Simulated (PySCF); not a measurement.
Input

```
{"job": {"xc": "PBE0", "basis": "pcSseg-1", "kind": "nmr", "pop": true}, "charge": 0, "multiplicity": 1}
C      3.680853     0.186419    -0.382207
C      2.581433     0.004189     0.359836
Si     0.836353     0.109779    -0.304764
C     -0.204463     1.406523     0.589797
C     -1.694012     1.240131     0.264367
C     -2.240555    -0.157348     0.560879
C     -1.631862    -1.271868    -0.291557
C     -0.133360    -1.489623    -0.048983
H      3.620641     0.416373    -1.452853
H      4.690886     0.115213     0.038668
H      2.718595    -0.224126     1.426875
H      0.919217     0.433606    -1.768388
H      0.143867     2.424245     0.348157
H     -0.043229     1.275991     1.675971
H     -2.284610     1.984475     0.825561
H     -1.866036     1.467757    -0.803850
H     -2.078219    -0.390357     1.630177
H     -3.333564    -0.151852     0.414584
H     -2.181276    -2.210333    -0.103696
H     -1.802930    -1.035384    -1.358074
H      0.031090    -1.820356     0.993310
H      0.260771    -2.294070    -0.691681
```

Command:

```sh
OMP_NUM_THREADS=1 python ens_run.py task.json out
```

Geometry: PBE0-D3(BJ)/def2-SVP.

These are results of PBE0/pcSseg-1, SCF density, gas phase, non-relativistic in PySCF 2.14.0, not measurements.

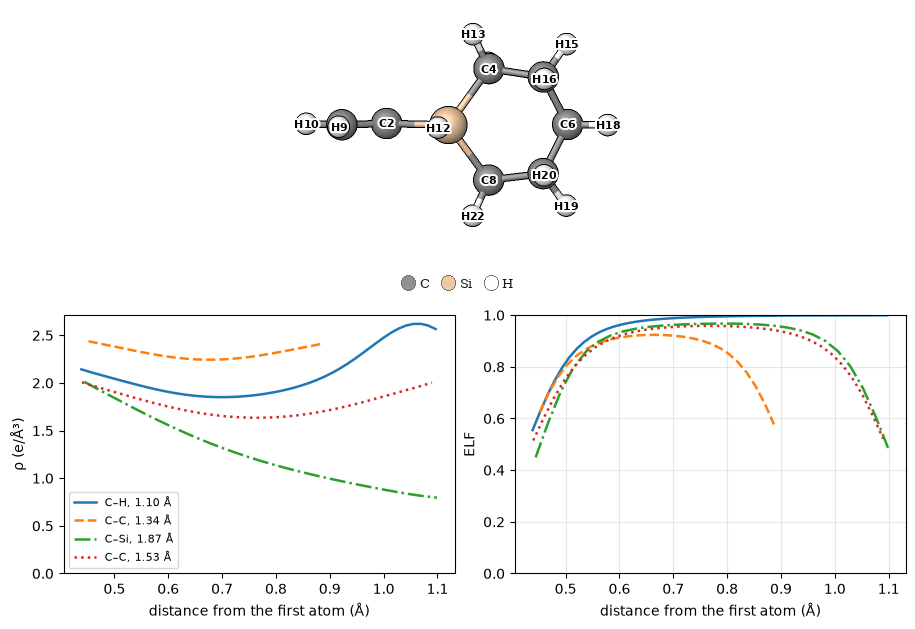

C7H14Si. Electron density and electron localisation function along straight lines between neighbouring atoms. The curves leave out the atomic cores. The structure is drawn too.

Compare the contacts.

Answer. C–H (1.10 Å): ρ at the midpoint is about 2 e/Å³; the ELF climbs to about 1 towards the hydrogen, as it does in any bond to H (a covalent bond by its length).
C–C (1.34 Å): the density is about 2.2 e/Å³ at the midpoint; the ELF peaks at about 0.90 between the atoms: a multiple bond.
C–Si (1.87 Å): the density is about 0.95 e/Å³ at the midpoint; the ELF peaks at about 0.95 between the atoms; a covalent bond.
C–C (1.53 Å): the density is about 1.6 e/Å³ at the midpoint; the ELF peaks at about 0.95 between the atoms, as expected for a shared electron pair.
